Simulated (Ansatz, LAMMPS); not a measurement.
# P in place of Ge at several sites of amorphous Ge (72 atoms): runs compared

Aim: make P in place of Ge at several sites of amorphous Ge (72 atoms), relax each, and compare their energies.

Computed with Ansatz 0.2.0: Kohn-Sham DFT, PBE, PAW (set soft_2), plane waves.

## (1) The cell as built

The cell holds 72 atoms: 72 Ge. Cell: a = 11.980 Å, b = 11.980 Å, c = 11.980 Å, α = 90.0°, β = 90.0°, γ = 90.0°. 72 atoms (72 Ge) placed at random at 5.05 g/cm³, melted at 3500 K for 10 ps at fixed volume with the Tersoff potential (Tersoff, Phys. Rev. B 39, 5566 (1989)). Quenched from 3500 K to 300 K at 20 K/ps and fixed volume, annealed at 800 K for 20 ps, held 5 ps, then minimised at fixed cell.

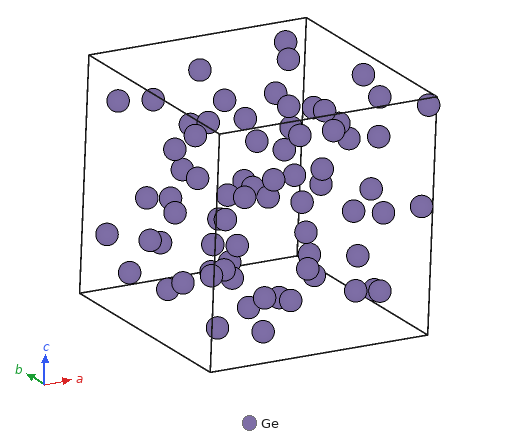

The cell as built. Some periodic images of atoms are drawn too.

What the set-up can't give: The quench rate of 20 K/ps is many orders above laboratory rates, so the cell is likely richer in defects and strain than a real sample. The starting topology of bonds comes from the classical model, and needn't be the one that DFT or experiment would give. Sampling is at Γ alone, for a cell whose shortest periodic width is 12 Å.

## (2) The reference run

The reference is a single point at the end of the relaxation.

Every defect cell starts from the geometry of this run and is relaxed in the fixed cell.

Its input, with most atom lines left out:

```yaml
crystal:
  lattice:
    - [11.9803, 0.0, 0.0]
    - [0.0, 11.9803, 0.0]
    - [0.0, 0.0, 11.9803]
  atoms:
    - { symbol: Ge, position: [0.26192, 0.99282, 0.76495] }
    - { symbol: Ge, position: [0.37674, 0.57999, 0.3903] }
    - { symbol: Ge, position: [0.77582, 0.82576, 0.78435] }
    - { symbol: Ge, position: [0.37477, 0.32804, 0.85695] }
    - { symbol: Ge, position: [0.13398, 0.06089, 0.5089] }
    - { symbol: Ge, position: [0.21284, 0.61799, 0.64254] }
    - { symbol: Ge, position: [0.95574, 0.91474, 0.17532] }
    [... atom lines 8 to 72 left out ...]
kpoints:
  mp_grid: { grid: [1, 1, 1] }
hamiltonian:
  xc: pbe
scf:
  occupations: { method: fermi_dirac, width: 0.025 }
output:
  forces: true
  stress: true
  populations: true
  dos:
    method: { smearing: { sigma: 0.08 } }
    de: 0.1
    projected: { site_lists: { Ge: [Ge] } }
  eigenvalues: true
  write_density: true
  write_potential: true
  volumetric_format: npy
```

- free energy per atom: -4294.7716 eV/atom
- r.m.s. force component: 0.00994 eV/Å
- pressure: 0.6768 GPa

Filled and empty levels are parted by 0.227 eV (at Γ alone); a semilocal functional tends to put such gaps too low. In a disordered cell it changes from sample to sample, and tail or defect levels can set it.

## (3) The runs

Each row is one run, on 4 threads of Arm Neoverse V1, shared host. The free energy is the program's total, comparable only between runs with the same functional, potentials and atoms.

| run | atoms | outcome | ionic steps, all passes | free energy (eV) | time | host memory (GiB) |
| --- | --- | --- | --- | --- | --- | --- |
| Single point at the start | 72 | converged | - | -309220.846 | 38 s | 2.6 |
| Relaxation | 72 | converged | 29 | -309223.558 | 13 min | 2.6 |
| Single point at the relaxed geometry | 72 | converged | - | -309223.558 | 67 s | 2.7 |
| P on a site of Ge, site Ge4 | 72 | converged | 9 | -305684.765 | 13 min | 4.8 |
| P on a site of Ge, site Ge26 | 72 | converged | 5 | -305684.042 | 7.1 min | 4.8 |
| P on a site of Ge, site Ge71 | 72 | converged | 6 | -305684.533 | 9.1 min | 4.8 |
| P on a site of Ge, site Ge50 | 72 | converged | 6 | -305684.776 | 8.9 min | 4.8 |
| P on a site of Ge, site Ge64 | 72 | converged | 4 | -305684.404 | 7.1 min | 4.8 |
| P on a site of Ge, site Ge48 | 72 | converged | 6 | -305684.593 | 9.2 min | 4.8 |
| P on a site of Ge, site Ge51 | 72 | converged | 3 | -305684.241 | 4.9 min | 4.8 |
| P on a site of Ge, site Ge46 | 72 | converged | 4 | -305684.600 | 6.5 min | 4.8 |
| P on a site of Ge, site Ge31 | 72 | converged | 7 | -305684.477 | 11 min | 4.8 |

In some runs the program notes that starting moments were not kept.

Local excerpt of 10 atoms (numbers count through the whole input) about site Ge50, the cheapest one, after relaxation; x, y, z are measured from there.

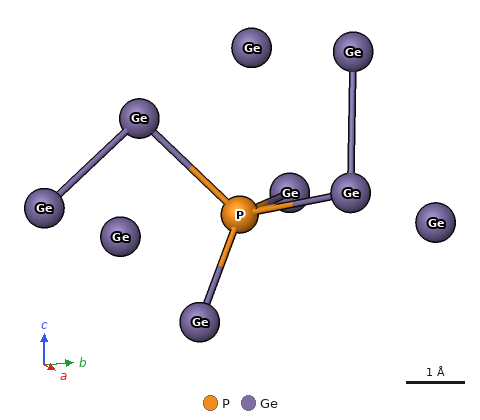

The atoms of the table, within 3.8 Å (arrows a, b, c point along x, y, z); some may hide others.

```csv
atom,x,y,z,distance (Å),bonds
P50,0.12,-0.03,0.07,0.14,4
Ge7,-1.79,1.44,0.06,2.29,4
Ge18,1.49,-1.16,-1.53,2.43,4
Ge25,1.92,1.43,0.68,2.49,4
Ge71,-0.25,-1.73,1.78,2.49,4
Ge66,-3.15,-1.21,-0.80,3.46,3
Ge37,-2.54,0.97,2.50,3.70,4
Ge34,0.60,-3.70,0.44,3.77,4
Ge21,-0.59,3.71,-0.37,3.77,6
Ge16,1.59,1.57,3.09,3.81,4
```

The column of bonds counts only the pairs Ge-Ge within 3.02 Å, Ge-P within 2.83 Å; other neighbours, such as metal atoms beside each other in a compound, aren't counted, and periodic images can show an atom twice.

## (4) The sites compared

All these cells hold the same atoms, so their energies can be compared with no chemical potential.

| site | neighbours | mean distance (Å) | atoms within 6 Å | energy over the best site (eV) | before relaxation (eV) | gain on relaxing (eV) |
| --- | --- | --- | --- | --- | --- | --- |
| Ge50 | Ge4 | 2.48 | 37 | 0.00 | 0.00 | 0.22 |
| Ge4 | Ge3 | 2.60 | 38 | 0.01 | 0.37 | 0.58 |
| Ge46 | Ge4 | 2.52 | 34 | 0.18 | 0.12 | 0.16 |
| Ge48 | Ge4 | 2.49 | 38 | 0.18 | 0.11 | 0.14 |
| Ge71 | Ge4 | 2.51 | 34 | 0.24 | 0.22 | 0.20 |
| Ge31 | Ge4 | 2.49 | 36 | 0.30 | 0.24 | 0.16 |
| Ge64 | Ge4 | 2.56 | 35 | 0.37 | 0.33 | 0.17 |
| Ge51 | Ge5 | 2.66 | 28 | 0.54 | 0.43 | 0.11 |
| Ge26 | Ge6 | 2.78 | 37 | 0.73 | 0.79 | 0.28 |

Neighbours are those of the relaxed host within 3.02 Å (Ge-Ge); other pairs aren't counted.

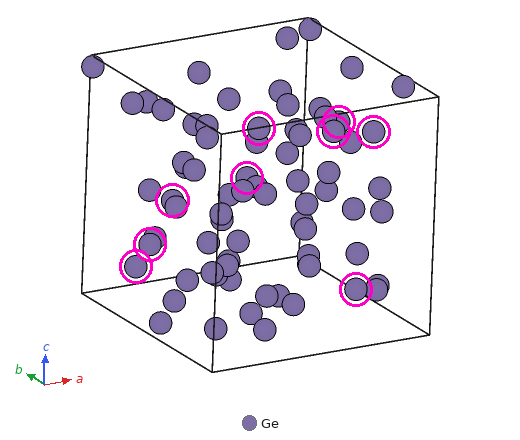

The relaxed cell with the tried sites ringed. Some periodic images of atoms are drawn too.

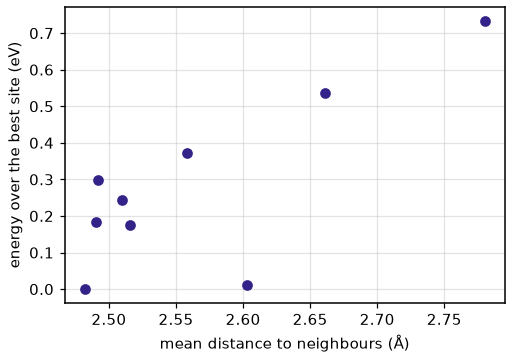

Site energy against the site's surroundings.

## (5) Outcome

The cheapest site is Ge50 (4 neighbours, Ge4); the dearest, Ge26 (6 neighbours, Ge6), costs 0.73 eV more. Ge4 lies within 0.02 eV of the cheapest, a tie at this tolerance. By coordination the energies over the best site are 0.01 eV with 3 neighbours, 0.00 to 0.37 eV with 4 neighbours, 0.54 eV with 5 neighbours and 0.73 eV with 6 neighbours. Relaxation gains 0.11 to 0.58 eV and leaves the best site the same.

Caveats: Defects are neutral and interact with their images. The reference ran with fermi-dirac smearing of 0.025 eV, but 9 of the 9 defect cells with fermi-dirac smearing of 0.025 eV, spin polarised. In a disordered cell the relaxation can also rearrange atoms far from the site. In the spin-polarised runs the search for a state of lower energy was switched off. Only 9 of the 72 Ge sites were tried; unless symmetry makes the others alike to these, a cheaper one may exist.

The DFT runs together took 1.5 h of wall time.

[Logs are printed without paths, hosts, clocks, repeated set-up lines and the standing remarks that a program may print on its own settings, such as how far it seeks lower states.]

[Hosts, paths, dates, database ids (printed as entryN), source tags and the programs' standing remarks are cut or masked in the printed files.]
